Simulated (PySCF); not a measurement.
Dissociation curve of BeO, singlet.

UKS-BLYP = PySCF with unrestricted BLYP/cc-pVDZ; UKS-M06-2X = unrestricted M06-2X/cc-pVDZ run with PySCF; UKS-PBE0 = unrestricted PBE0/cc-pVDZ run with PySCF.

Magnitude of the dipole moment (D; its direction can reverse along the curve, and a method can change to another solution) and Mulliken charge of the fragment that holds Be1:

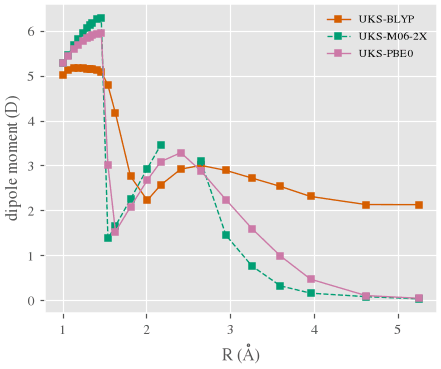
Fig. 1. Dipole moment against bond length.

```csv
R / Å,μ UKS-BLYP,q UKS-BLYP,μ UKS-M06-2X,q UKS-M06-2X,μ UKS-PBE0,q UKS-PBE0
1.00,5.02,-0.23,5.27,-0.14,5.27,-0.15
1.06,5.13,-0.15,5.47,-0.07,5.44,-0.08
1.13,5.16,-0.08,5.67,0.00,5.60,-0.01
1.18,5.16,-0.03,5.81,0.05,5.68,0.04
1.24,5.16,0.02,5.95,0.11,5.78,0.09
1.29,5.16,0.06,6.07,0.16,5.84,0.14
1.32,5.15,0.09,6.12,0.19,5.87,0.17
1.35,5.15,0.12,6.18,0.21,5.90,0.19
1.41,5.13,0.16,6.26,0.26,5.94,0.24
1.46,5.09,0.20,6.29,0.30,5.95,0.28
1.54,4.79,0.24,1.38,0.16,3.00,0.23
1.63,4.16,0.26,1.66,0.22,1.53,0.23
1.81,2.76,0.27,2.25,0.31,2.08,0.30
2.01,2.23,0.28,2.93,0.36,2.67,0.34
2.17,2.56,0.29,3.46,0.38,3.08,0.35
2.41,2.92,0.28,—,—,3.29,0.32
2.65,3.00,0.25,3.09,0.25,2.88,0.24
2.95,2.89,0.20,1.45,0.09,2.24,0.15
3.26,2.72,0.17,0.76,0.03,1.60,0.09
3.60,2.53,0.14,0.32,0.01,0.99,0.05
3.96,2.31,0.12,0.16,0.00,0.47,0.02
4.62,2.13,0.10,0.08,0.00,0.11,-0.01
5.26,2.13,0.09,0.03,0.00,0.04,0.00
```

A dash means that the run gave no value there, or that the column was ended at a point which the program doubted or which failed a test of continuity chosen for this set; such a test can also cut sound points.

The unrestricted solution behind UKS-BLYP changes between 1.63 and 1.81 Å, which can leave a kink. The unrestricted determinant behind UKS-BLYP is spin-contaminated at 1.54 to 5.26 Å (<S²> up to 1.0, against 0.00 for a pure singlet). The unrestricted determinant behind UKS-M06-2X, UKS-PBE0 is spin-contaminated at 1.54 to 5.26 Å (<S²> up to 1.1, against 0.00 for a pure singlet).
